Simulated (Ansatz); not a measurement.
**One shape, several levels: C3H6O (cyclopropanol)**

Wanted: a comparison of 3 runs (B2PLYP/6-31G*, wB97X/6-31G*, MP2/6-31G*) of C3H6O (cyclopropanol). 

The calculation is run with Ansatz 0.2.0.

45 further runs of the same task are left out: 45 set aside as unsound or not needed. Runs told in other sessions of the task aren't counted.

**1. The structure to begin with**

C3H6O has 10 atoms, charge 0, and is taken as a singlet. SMILES: `OC1CC1`. One bond was lengthened or shortened from a relaxed shape.

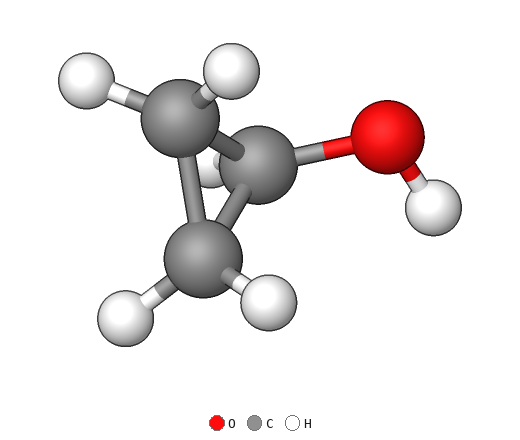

The structure, seen from a chosen angle (oxygen red, carbon grey, hydrogen white).

**2. The energy at B2PLYP/6-31G(d) (spherical functions) (run 1)**

Input file run.yaml:

```yaml
crystal:
  periodic: [false, false, false]
  atoms:
    - {symbol: O, position_ang: [-0.500239, 1.004927, -1.326127]}
    - {symbol: C, position_ang: [-0.421969, 0.338357, -0.105667]}
    - {symbol: C, position_ang: [0.314101, -0.961463, -0.025597]}
    - {symbol: C, position_ang: [0.917021, 0.300997, 0.532433]}
    - {symbol: H, position_ang: [-1.133509, 0.540967, -1.880437]}
    - {symbol: H, position_ang: [-1.414620, 0.488780, 0.641340]}
    - {symbol: H, position_ang: [-0.041279, -1.719403, 0.661643]}
    - {symbol: H, position_ang: [0.737851, -1.338353, -0.948367]}
    - {symbol: H, position_ang: [0.983941, 0.418997, 1.606363]}
    - {symbol: H, position_ang: [1.724121, 0.749577, -0.032597]}
basis:
  gaussian: {orbitals: 6-31G_st_-spherical.json}
hamiltonian: {xc: {name: B2PLYP}}
correlation: {frozen_orbitals: {C: 1, H: 0, O: 1}}
accuracy: high
output: {orbitals: {seedname: orbitals}}
```

The basis set 6-31G* is read from a file made from the Basis Set Exchange's data (not shown).

Run with:

```
$ ansatz run run.yaml --threads 1 --pin off --max-ram 3480MiB --events-out events.jsonl --progress --plain --runs-dir runs
```

Output:

```text
Warning: RAYON_NUM_THREADS=1 ignored (pool sized by the plan → 1); use --threads N
Functional definition: B2PLYP
  name "B2PLYP"
  parameter a = 0.53
  parameter c = 0.27
  exchange = (1 - a)*b88_x + a*exact_x
  correlation = (1 - c)*lyp_c + c*(mp2_os + mp2_ss)
1691 factors; integrals over basis functions are off by at most 3.2e-9 eV
mean field evaluation 1: about -5239.5320 eV, gradient 4.1e1 eV
mean field evaluation 2: about -5239.5263 eV, gradient 4.1e1 eV
mean field evaluation 4: about -5243.1119 eV, gradient 2.8e0 eV
mean field evaluation 8: about -5243.1279 eV, gradient 1.8e-1 eV
mean field evaluation 16: about -5243.1279 eV, gradient 6.1e-6 eV
mean field -5243.12792594 eV, -192.6813973586 hartree, gradient 7.1e-8 eV, S^2 0.000000; 0 other end points of the search recorded, 0 dependent functions left out
4 core orbitals not correlated: weight in the atoms' cores, before any rotation towards them, 1.000 or more for the frozen orbitals, at most 0.000 for the correlated occupied ones
reference -5243.12794621 eV, -192.6813981034 hartree; 12, 12 occupied and 52, 52 virtual orbitals, 1691 factors
second order -18.65797594 eV of doubles, -0.00000000 eV of singles
Total energy: -5248.16559971 eV, -192.8665284550 hartree
```

Wall time 6.3 s (1 thread of Arm Neoverse V2, shared host); peak memory 0.2 GiB.

**3. A single-point energy at wB97X/6-31G(d) (spherical functions) (run 2)**

Input file input.yaml:

```yaml
crystal:
  periodic: [false, false, false]
  atoms:
    - symbol: O
      position_ang: [-0.500239, 1.004927, -1.326127]
    - symbol: C
      position_ang: [-0.421969, 0.338357, -0.105667]
    - symbol: C
      position_ang: [0.314101, -0.961463, -0.025597]
    - symbol: C
      position_ang: [0.917021, 0.300997, 0.532433]
    - symbol: H
      position_ang: [-1.133509, 0.540967, -1.880437]
    - symbol: H
      position_ang: [-1.414620, 0.488780, 0.641340]
    - symbol: H
      position_ang: [-0.041279, -1.719403, 0.661643]
    - symbol: H
      position_ang: [0.737851, -1.338353, -0.948367]
    - symbol: H
      position_ang: [0.983941, 0.418997, 1.606363]
    - symbol: H
      position_ang: [1.724121, 0.749577, -0.032597]
basis:
  gaussian: {orbitals: 6-31G_st_-spherical.json}
accuracy: high
magnetization: {spin_polarized: false, initial_magnetization: 0}
hamiltonian: {xc: {name: wB97X}}
output: {orbitals: {seedname: orbitals}}
```

The basis set 6-31G* is read from a file made from the Basis Set Exchange's data (not shown).

Run with:

```
$ ansatz run input.yaml --threads 1 --pin off --max-ram 3480MiB --events-out events.jsonl --progress --plain --runs-dir runs
```

Output, shortened:

```text
Warning: RAYON_NUM_THREADS=1 ignored (pool sized by the plan → 1); use --threads N
Functional definition: wB97X
  name "wB97X"
[...]
      + exact_x_lr(omega)
[...]
      + integral(e_c_pw_opposite_spin*poly(b97_u_opposite, 1, cos1, cos2, cos3, cos4))
1691 factors; integrals over basis functions are off by at most 3.2e-9 eV
298 factors; integrals over basis functions are off by at most 1.8e-9 eV
[...]
mean field -5252.90965210 eV, -193.0408691647 hartree, gradient 1.8e-8 eV, S^2 0.000000; 0 other end points of the search recorded, 0 dependent functions left out
reference -5252.90965010 eV, -193.0408690910 hartree; 16, 16 occupied and 52, 52 virtual orbitals, 1691 factors
Total energy: -5252.90965010 eV, -193.0408690910 hartree
```

Run time: 18 s. Hardware: 1 thread of Arm Neoverse V2, shared host; peak memory 0.38 GiB.

**4. The energy at MP2/6-31G(d) (spherical functions) (run 3)**

Input file molecule.yaml:

```yaml
crystal:
  periodic: [false, false, false]
  atoms:
    - symbol: O
      position_ang: [-0.500239, 1.004927, -1.326127]
    - symbol: C
      position_ang: [-0.421969, 0.338357, -0.105667]
    - symbol: C
      position_ang: [0.314101, -0.961463, -0.025597]
    - symbol: C
      position_ang: [0.917021, 0.300997, 0.532433]
    - symbol: H
      position_ang: [-1.133509, 0.540967, -1.880437]
    - symbol: H
      position_ang: [-1.414620, 0.488780, 0.641340]
    - symbol: H
      position_ang: [-0.041279, -1.719403, 0.661643]
    - symbol: H
      position_ang: [0.737851, -1.338353, -0.948367]
    - symbol: H
      position_ang: [0.983941, 0.418997, 1.606363]
    - symbol: H
      position_ang: [1.724121, 0.749577, -0.032597]
basis:
  gaussian:
    orbitals: 6-31G_st_-spherical.json
correlation:
  method: mp2
  frozen_orbitals: {C: 1, H: 0, O: 1}
accuracy: high
```

The basis set 6-31G* is read from a file made from the Basis Set Exchange's data (not shown).

Run with:

```
$ ansatz run molecule.yaml --threads 1 --pin off --max-ram 3480MiB --events-out events.jsonl --progress --plain --runs-dir runs
```

Output:

```text
Warning: RAYON_NUM_THREADS=1 ignored (pool sized by the plan → 1); use --threads N
Functional definition: HF
  name "HF"
  exchange = exact_x
  correlation = 0
1691 factors; integrals over basis functions are off by at most 3.2e-9 eV
mean field evaluation 1: about -5219.1181 eV, gradient 3.2e1 eV
mean field evaluation 2: about -5219.1204 eV, gradient 3.2e1 eV
mean field evaluation 4: about -5221.5750 eV, gradient 3.4e0 eV
mean field evaluation 8: about -5221.6068 eV, gradient 1.3e-4 eV
mean field -5221.60677289 eV, -191.8905095714 hartree, gradient 1.6e-8 eV, S^2 0.000000; 0 other end points of the search recorded, 0 dependent functions left out
4 core orbitals not correlated: weight in the atoms' cores, before any rotation towards them, 1.000 or more for the frozen orbitals, at most 0.000 for the correlated occupied ones
reference -5221.60677289 eV, -191.8905095714 hartree; 12, 12 occupied and 52, 52 virtual orbitals, 1691 factors
second order -15.33983495 eV of doubles, -0.00000000 eV of singles
Total energy: -5236.94660784 eV, -192.4542381082 hartree
```

Wall time 1.5 s (1 thread of Arm Neoverse V2, shared host); peak memory 0.15 GiB.

**5. All runs side by side**

```
run                                level  frozen core orbitals  energy (Eh)  HOMO energy (eV)  LUMO energy (eV)  HOMO–LUMO gap (eV)  wall time
  1  B2PLYP/6-31G* (spherical functions)                     4  -192.866528             -8.59              3.77               12.37      6.3 s
  2   wB97X/6-31G* (spherical functions)                     –  -193.040869             -9.67              4.76               14.43       18 s
  3     MP2/6-31G* (spherical functions)                     4  -192.454238                 –                 –                   –      1.5 s
```

**6. What came out**

| quantity | value |
| --- | --- |
| run 3: total energy | -192.45424 Eh |
| run 3: correlation energy (4 core orbitals frozen) | -563.7 mEh |

What this shows: Totals of different functionals can't be ranked against each other. All runs together took 26 s, the longest 18 s.
